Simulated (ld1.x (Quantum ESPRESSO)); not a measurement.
**Pseudopotential generation for indium: TM, PBE**

Task: generate the file, and judge it by its errors in other configurations, its logarithmic derivatives, its ghosts and its cutoff.

Method: ld1.x (Quantum ESPRESSO) 7.5, PBE, scalar-relativistic.

### Step 1. Settings

The settings as typed:

```
element                 : indium (In, Z = 49)
type                    : norm-conserving Troullier–Martins (Kleinman–Bylander form)
frozen core             : [Kr] 4d10
valence charge          : 3
reference configuration : 5s2 5p1
partial waves           : 5s (bound): rc 2.05 bohr; 5p (bound): rc 2.45 bohr; 5d channel at 0.25 Ry: rc 2.55 bohr
local potential         : the d channel
core correction         : Bessel-smoothed model core, default radius (core density twice the valence density)
```

An earlier all-electron run gives the scale for the radii.

All-electron outer shells of the reference configuration (PBE, scalar-relativistic, ld1.x):

| shell | level (eV) | outermost node (bohr) | outermost maximum (bohr) |
| --- | --- | --- | --- |
| 4p | -78.13 | 0.42 | 0.82 |
| 4d | -18.62 | 0.40 | 0.94 |
| 5s | -8.21 | 1.02 | 2.16 |
| 5p | -2.52 | 1.14 | 2.85 |

### Step 2. The generation run

The input, In.in:

```
 &input
   title='In', zed=49., rel=1, dft='PBE', iswitch=3,
   config='[Kr] 4d10 5s2 5p1 5d-2',
   nld=3, rlderiv=2.75, eminld=-3.0, emaxld=5.0, deld=0.02
 /
 &inputp
   pseudotype=2, tm=.true., lloc=2,
   nlcc=.true., new_core_ps=.true.,
   file_pseudopw='In.UPF', file_wfcaegen='ae.wfc', file_wfcncgen='nc.wfc', file_beta='beta', file_chi='chi'
 /
3
5S  1  0   2.00   0.00  2.05  2.05  0.0
5P  2  1   1.00   0.00  2.45  2.45  0.0
5D  3  2  -2.00   0.25  2.55  2.55  0.0
 &test
   configts(1)='5s2 5p1'
 /
```

Started as:

```sh
ld1.x < In.in > In.out
```

The output, In.out (without the banner and most projector matrices):

```text
     Program LD1 v.7.5
     --------------------------- All-electron run ----------------------------

     In
     scalar relativistic calculation

     atomic number is 49.00
     dft =PBE   lsd =0 sic =0 latt =0  beta=0.20 tr2=1.0E-14
     Exchange-correlation= PBE
                           (   1   4   3   4   0   0   0)
     mesh =1241 r(mesh) = 100.30140 a.u. xmin = -7.00 dx = 0.01250
     1 Ry =  13.60569312 eV, c = 137.03599908

     n l     nl                  e(Ry)          e(Ha)          e(eV)
     1 0     1S 1( 2.00)     -2039.9100     -1019.9550    -27754.3892
     2 0     2S 1( 2.00)      -305.4337      -152.7169     -4155.6374
     2 1     2P 1( 6.00)      -274.1375      -137.0687     -3729.8300
     3 0     3S 1( 2.00)       -57.9587       -28.9793      -788.5681
     3 1     3P 1( 6.00)       -47.7106       -23.8553      -649.1352
     4 0     4S 1( 2.00)        -8.7948        -4.3974      -119.6592
     4 1     4P 1( 6.00)        -5.7424        -2.8712       -78.1300
     3 2     3D 1(10.00)       -31.8038       -15.9019      -432.7123
     4 2     4D 1(10.00)        -1.3688        -0.6844       -18.6233
     5 0     5S 1( 2.00)        -0.6035        -0.3017        -8.2110
     5 1     5P 1( 1.00)        -0.1851        -0.0926        -2.5185

     final scf error:  6.5E-15 reached in  26 iterations

     Etot =  -11763.278081 Ry,   -5881.639040 Ha, -160047.551690 eV

     Ekin =   12261.098761 Ry,    6130.549381 Ha,  166820.747093 eV
     Encl =  -28443.021702 Ry,  -14221.510851 Ha, -386987.024767 eV
     Eh   =    4737.642377 Ry,    2368.821188 Ha,   64458.908302 eV
     Exc  =    -318.997517 Ry,    -159.498758 Ha,   -4340.182318 eV

     normalization and overlap integrals

     s(1S/1S) =  1.000000  <r> =   0.0297  <r2> =    0.0012  r(max) =   0.0192
     s(2S/2S) =  1.000000  <r> =   0.1285  <r2> =    0.0195  r(max) =   0.1090
     s(2P/2P) =  1.000000  <r> =   0.1122  <r2> =    0.0154  r(max) =   0.0870
     s(3S/3S) =  1.000000  <r> =   0.3486  <r2> =    0.1390  r(max) =   0.3153
     s(3P/3P) =  1.000000  <r> =   0.3471  <r2> =    0.1399  r(max) =   0.3075
     s(4S/4S) =  1.000000  <r> =   0.8480  <r2> =    0.8143  r(max) =   0.7658
     s(4P/4P) =  1.000000  <r> =   0.9218  <r2> =    0.9725  r(max) =   0.8152
     s(3D/3D) =  1.000000  <r> =   0.3243  <r2> =    0.1250  r(max) =   0.2581
     s(4D/4D) =  1.000000  <r> =   1.1828  <r2> =    1.6828  r(max) =   0.9354
     s(5S/5S) =  1.000000  <r> =   2.6097  <r2> =    7.8334  r(max) =   2.1612
     s(5P/5P) =  1.000000  <r> =   3.7447  <r2> =   16.6771  r(max) =   2.8453

     ------------------------ End of All-electron run ------------------------

     --------------------- Generating NC pseudopotential ---------------------

      Generating local pot.: lloc=2, matching radius rcloc =   2.5500

      Computing core charge for nlcc:

       r > 1.96 : true rho core
      Core charge pseudized with two Bessel functions
      Integrated core pseudo-charge :  10.69

      Wfc   5S  rcut= 2.030  Using Troullier-Martins method

      Wfc   5P  rcut= 2.480  Using Troullier-Martins method

     ------------------- End of pseudopotential generation -------------------

     [... the all-electron block is printed once more ...]


     Computing logarithmic derivative in   2.75784
     Computing logarithmic derivative in   2.75784
     Computing the partial wave expansion
     R is outside the sphere for l=    0 j= 0.00
     R is outside the sphere for l=    1 j= 0.00
       no projector for channel:   2

     ---------------------- Testing the pseudopotential ----------------------

     In
     scalar relativistic calculation

     atomic number is 49.00   valence charge is  3.00
     dft =PBE   lsd =0 sic =0 latt =0  beta=0.20 tr2=1.0E-14
     mesh =1241 r(mesh) = 100.30140 xmin = -7.00 dx = 0.01250

     n l     nl             e AE (Ry)        e PS (Ry)    De AE-PS (Ry)
     1 0     5S   1( 2.00)       -0.60349       -0.60350        0.00000
     2 1     5P   1( 1.00)       -0.18511       -0.18511       -0.00000

     eps = 3.6E-18  iter =  4

     Etot =  -11763.278081 Ry,   -5881.639040 Ha, -160047.551690 eV
     Etotps =   -17.781752 Ry,      -8.890876 Ha,    -241.933059 eV

     Ekin =       1.242003 Ry,       0.621001 Ha,      16.898309 eV
     Encl =      -4.598326 Ry,      -2.299163 Ha,     -62.563416 eV
     Ehrt =       2.746780 Ry,       1.373390 Ha,      37.371848 eV
     Ecxc =     -15.559677 Ry,      -7.779838 Ha,    -211.700186 eV
     (Ecc =     -13.835911 Ry,      -6.917955 Ha,    -188.247157 eV)
     Epseu=      -1.612532 Ry,      -0.806266 Ha,     -21.939613 eV

     ---------------------- End of pseudopotential test ----------------------
```

Wall time 1.1 s (1 thread of Neoverse-V2, shared host). This counts the later configuration tests of the new file too.

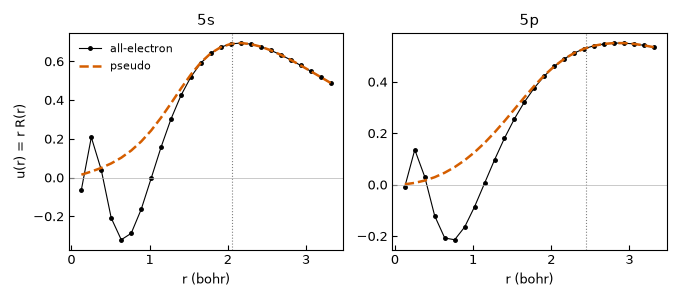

Bound waves of the atom and their pseudo partners (5s, 5p), with the matching radii dotted. The curves join 26 sampled radii, too few to resolve the innermost nodes.

### Step 3. Transferability test

The input, In.test.in:

```
 &input
   title='In', zed=49., rel=1, dft='PBE', iswitch=2,
   config='[Kr] 4d10 5s2 5p1 5d-2'
 /
 &test
   file_pseudo='In.UPF', nconf=8,
   configts(1)='5s2 5p1',
   configts(2)='5s2 5p0',
   configts(3)='5s1 5p0',
   configts(4)='5s2 5p0.5',
   configts(5)='5s2 5p1.3',
   configts(6)='5s0 5p3',
   configts(7)='5s1 5p1',
   configts(8)='5s1 5p2'
 /
```

Started as:

```sh
ld1.x < In.test.in > In.test.out
```

In.test.out, the pseudopotential blocks, each with the warnings that came before it:

```text
     ---------------------- Testing the pseudopotential ----------------------

     In
     scalar relativistic calculation

     atomic number is 49.00   valence charge is  3.00
     dft =PBE   lsd =0 sic =0 latt =0  beta=0.20 tr2=1.0E-14
     mesh =1241 r(mesh) = 100.30140 xmin = -7.00 dx = 0.01250

     n l     nl             e AE (Ry)        e PS (Ry)    De AE-PS (Ry)
     1 0     5S   1( 2.00)       -0.60349       -0.60350        0.00000
     2 1     5P   1( 1.00)       -0.18511       -0.18511       -0.00000

     eps = 5.4E-17  iter =  4

     Etot =  -11763.278081 Ry,   -5881.639040 Ha, -160047.551690 eV
     Etotps =   -17.781752 Ry,      -8.890876 Ha,    -241.933059 eV

     Ekin =       1.242003 Ry,       0.621001 Ha,      16.898308 eV
     Encl =      -4.598326 Ry,      -2.299163 Ha,     -62.563416 eV
     Ehrt =       2.746780 Ry,       1.373390 Ha,      37.371848 eV
     Ecxc =     -15.559677 Ry,      -7.779838 Ha,    -211.700186 eV
     (Ecc =     -13.835911 Ry,      -6.917955 Ha,    -188.247157 eV)
     Epseu=      -1.612532 Ry,      -0.806266 Ha,     -21.939613 eV

     ---------------------- End of pseudopotential test ----------------------

     ---------------------- Testing the pseudopotential ----------------------

     In
     [...]
     n l     nl             e AE (Ry)        e PS (Ry)    De AE-PS (Ry)
     1 0     5S   1( 2.00)       -1.09694       -1.10139        0.00445
     2 1     5P   1( 0.00)       -0.61969       -0.62229        0.00260

     eps = 2.6E-15  iter =  7

     Etot =  -11762.883901 Ry,   -5881.441951 Ha, -160042.188603 eV
     Etotps =   -17.386497 Ry,      -8.693248 Ha,    -236.555340 eV
     dEtot_ae =       0.394180 Ry
     dEtot_ps =       0.395255 Ry,   Delta E=      -0.001075 Ry

     [...]
     ---------------------- End of pseudopotential test ----------------------

     BEWARE! Errors in PS-KS equations
     Warning: n=1, l=0 expected 0 nodes, found 1
     Warning: n=2, l=1 expected 0 nodes, found 1
     ---------------------- Testing the pseudopotential ----------------------

     In
     [...]
     n l     nl             e AE (Ry)        e PS (Ry)    De AE-PS (Ry)
     1 0     5S   1( 1.00)       -1.73982       -1.73982        0.00000
     2 1     5P   1( 0.00)       -1.19185       -1.19185        0.00000

     eps = 1.6E-29  iter =  3

     Etot =  -11761.470178 Ry,   -5880.735089 Ha, -160022.953921 eV
     Etotps =   -15.575729 Ry,      -7.787864 Ha,    -211.918586 eV
     dEtot_ae =       1.807903 Ry
     dEtot_ps =       2.206023 Ry,   Delta E=      -0.398120 Ry

     [...]
     ---------------------- End of pseudopotential test ----------------------

     ---------------------- Testing the pseudopotential ----------------------

     In
     [...]
     n l     nl             e AE (Ry)        e PS (Ry)    De AE-PS (Ry)
     1 0     5S   1( 2.00)       -0.83741       -0.83893        0.00151
     2 1     5P   1( 0.50)       -0.39025       -0.39106        0.00081

     eps = 6.1E-16  iter =  7

     Etot =  -11763.135469 Ry,   -5881.567734 Ha, -160045.611355 eV
     Etotps =   -17.638936 Ry,      -8.819468 Ha,    -239.989952 eV
     dEtot_ae =       0.142612 Ry
     dEtot_ps =       0.142816 Ry,   Delta E=      -0.000204 Ry

     [...]
     ---------------------- End of pseudopotential test ----------------------

     ---------------------- Testing the pseudopotential ----------------------

     In
     [...]
     n l     nl             e AE (Ry)        e PS (Ry)    De AE-PS (Ry)
     1 0     5S   1( 2.00)       -0.48053       -0.48021       -0.00032
     2 1     5P   1( 1.30)       -0.07809       -0.07797       -0.00012

     eps = 1.1E-15  iter =  7

     Etot =  -11763.317192 Ry,   -5881.658596 Ha, -160048.083822 eV
     Etotps =   -17.820841 Ry,      -8.910420 Ha,    -242.464891 eV
     dEtot_ae =      -0.039111 Ry
     dEtot_ps =      -0.039089 Ry,   Delta E=      -0.000022 Ry

     [...]
     ---------------------- End of pseudopotential test ----------------------

     ---------------------- Testing the pseudopotential ----------------------

     In
     [...]
     n l     nl             e AE (Ry)        e PS (Ry)    De AE-PS (Ry)
     1 0     5S   1( 0.00)       -0.73951       -0.75002        0.01051  !
     2 1     5P   1( 3.00)       -0.28182       -0.28460        0.00278

     eps = 2.8E-15  iter =  9

     Etot =  -11762.399986 Ry,   -5881.199993 Ha, -160035.604596 eV
     Etotps =   -16.896327 Ry,      -8.448163 Ha,    -229.886239 eV
     dEtot_ae =       0.878095 Ry
     dEtot_ps =       0.885425 Ry,   Delta E=      -0.007330 Ry

     [...]
     ---------------------- End of pseudopotential test ----------------------

     ---------------------- Testing the pseudopotential ----------------------

     In
     [...]
     n l     nl             e AE (Ry)        e PS (Ry)    De AE-PS (Ry)
     1 0     5S   1( 1.00)       -1.16920       -1.18061        0.01142  !
     2 1     5P   1( 1.00)       -0.67724       -0.68286        0.00562  !

     eps = 1.5E-16  iter =  8

     Etot =  -11762.399329 Ry,   -5881.199664 Ha, -160035.595654 eV
     Etotps =   -16.898133 Ry,      -8.449066 Ha,    -229.910808 eV
     dEtot_ae =       0.878752 Ry
     dEtot_ps =       0.883619 Ry,   Delta E=      -0.004867 Ry

     [...]
     ---------------------- End of pseudopotential test ----------------------

     ---------------------- Testing the pseudopotential ----------------------

     In
     [...]
     n l     nl             e AE (Ry)        e PS (Ry)    De AE-PS (Ry)
     1 0     5S   1( 1.00)       -0.67620       -0.68082        0.00462
     2 1     5P   1( 2.00)       -0.23658       -0.23771        0.00114

     eps = 7.9E-16  iter =  7

     Etot =  -11762.848787 Ry,   -5881.424393 Ha, -160041.710847 eV
     Etotps =   -17.350714 Ry,      -8.675357 Ha,    -236.068492 eV
     dEtot_ae =       0.429294 Ry
     dEtot_ps =       0.431038 Ry,   Delta E=      -0.001744 Ry

     [...]
     ---------------------- End of pseudopotential test ----------------------
```

1 test gave no usable energy difference (5s1 5p0).

The tests as a table, with energies relative to 5s2 5p1.

```csv
valence configuration,charge,ΔE all-electron (eV),error AE − PS (meV)
5s2 5p0,+1,5.363,-15
5s2 5p0.5,+0.5,1.940,-2.8
5s2 5p1.3,-0.3,-0.532,-0.3
5s0 5p3,0,11.947,-100
5s1 5p1,+1,11.956,-66
5s1 5p2,0,5.841,-24
```

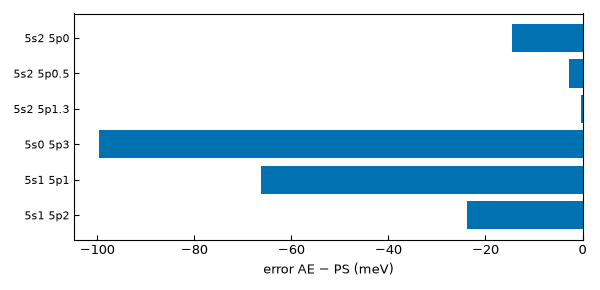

Error of the potential in each test configuration.

### Step 4. Scattering by logarithmic derivatives

Taken from the files of the generation run. The phase is arctan(r·u′/u) with u = r·R, unwrapped, with energies in Ry. A pole is an energy at which the radial function vanishes at the test radius. The pseudo phase is shifted by a multiple of π to meet the all-electron one at the reference energy. Levels narrower than the energy grid can be missing from the poles. The last column is the largest difference on the grid between −1 and +1 Ry.

| channel | radius (bohr) | reference (Ry) | poles AE | poles PS | window around the reference with phases within 0.05 rad (Ry) | largest difference near zero (rad) |
| --- | --- | --- | --- | --- | --- | --- |
| s | 2.76 | -0.60 | 0.67 | 0.48, 2.08 | below 0.6 | 0.114 |
| p | 2.76 | -0.19 | 1.82 | 2.01 | below 3.2 | 0.013 |
| d | 2.76 | 0.25 | -1.29, 3.94 | 1.11 | -0.8 to 0.6 | 0.659 |

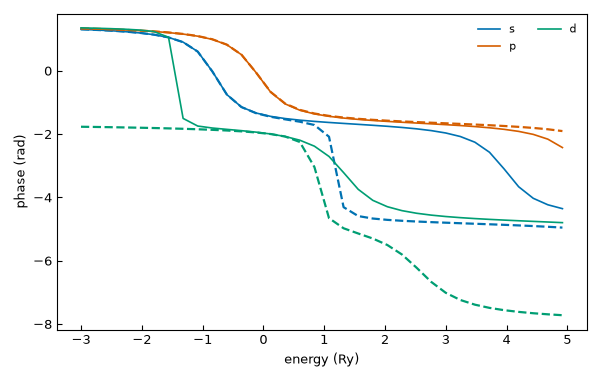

All-electron (solid) and pseudo (dashed) phases against energy.

### Step 5. Cutoff and ghost test in a Bessel basis

This step uses the generator's waves and projectors in a separate script. Basis: spherical Bessel functions vanishing at 20 bohr, q² up to the cutoff; potential fixed at the reference.

All-electron valence levels (Ry): 5s -0.6035, 5p -0.1851. The lowest levels of each channel (Ry) by cutoff; the last column sums, over occupied levels, occupation times the distance from the level at 400 Ry. A positive value at high cutoff is not a bound level.

| cutoff (Ry) | s #1 | s #2 | p #1 | p #2 | d #1 | f #1 | Σ f·Δε (mRy) |
| --- | --- | --- | --- | --- | --- | --- | --- |
| 8 | -16.8512 | -0.5959 | -0.6827 | -0.1722 | 0.0432 | 0.0989 | 29.1 |
| 10 | -18.5702 | -0.6010 | -2.5341 | -0.1841 | 0.0432 | 0.0989 | 7.1 |
| 12 | -19.2905 | -0.6020 | -4.5009 | -0.1851 | 0.0432 | 0.0989 | 4.0 |
| 18 | -19.5049 | -0.6024 | -7.4192 | -0.1852 | 0.0430 | 0.0989 | 3.1 |
| 21 | -19.5096 | -0.6029 | -7.8209 | -0.1853 | 0.0430 | 0.0989 | 2.0 |
| 30 | -19.5163 | -0.6037 | -8.1982 | -0.1854 | 0.0429 | 0.0989 | 0.3 |
| 40 | -19.5201 | -0.6038 | -8.2883 | -0.1854 | 0.0429 | 0.0989 | 0.2 |
| 400 | -19.5272 | -0.6038 | -8.3099 | -0.1854 | 0.0428 | 0.0989 | 0.0 |

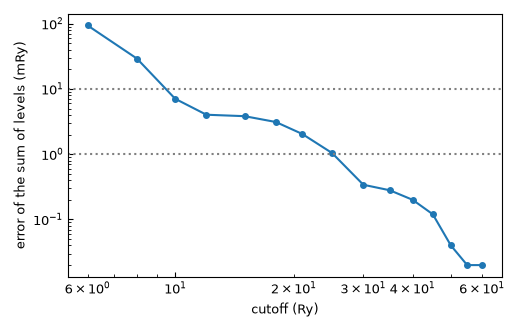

Occupation-weighted error of the valence levels against the cutoff; the dotted lines mark 10 and 1 mRy.

The sum stays within 10 mRy from 10 Ry and within 1 mRy from 30 Ry. The sum leaves out empty levels, which can need more. Ghost test: ghost states, bound below the all-electron valence or empty levels of the same l: s at -265.7 eV, p at -113.1 eV.

### Step 6. What came out

```
                                                quantity                                    value
               cutoffs for 10 and 1 mRy, occupied levels                          10 Ry and 30 Ry
                                            bound ghosts         s at -265.68 eV, p at -113.06 eV
                            largest test error (AE − PS)  -100 meV, for 5s0 5p3 (1 test unsolved)
largest phase difference near zero energy, channels read                                0.659 rad
```

**Reading.** It has a bound ghost (s, p), a state that the atom doesn't have, and that rules the file out. By total energies transferability is fair where solved: the largest error is 100 meV on 11.9 eV, for 5s0 5p3. Of the tests 1 gave no usable energy difference, which is a warning in itself. It counts as soft on the atom at that tolerance, with 10 Ry needed at the looser tolerance. The tighter tolerance needs 30 Ry, and converged work needs a cutoff nearer that. The slowest occupied level is 5s: taken alone it needs 21 Ry to come within 1 mRy, against 12 Ry for 5p. Near zero energy the largest phase difference among the channels read is 0.66 rad, in the d channel.
